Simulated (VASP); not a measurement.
Band structure of Zr (hcp). These are vdW-DF-cx, VASP's PBE PAW potentials (set 64) (plane waves; VASP 6.6.1) values and carry that method's errors.

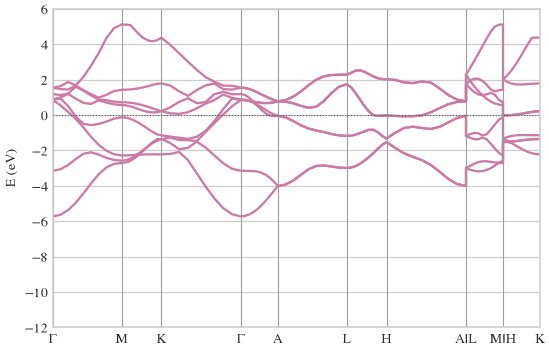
Figure: Bands along high-symmetry lines, zero at the valence-band maximum or, without a gap, the Fermi level

### Question
Read the plot: is there a gap, and where are the band edges?

### Answer
It has no gap at this level: it comes out as a metal or semimetal. (Edges off the drawn lines would not show.)

The compound is Zr in the hcp structure. It was relaxed first.
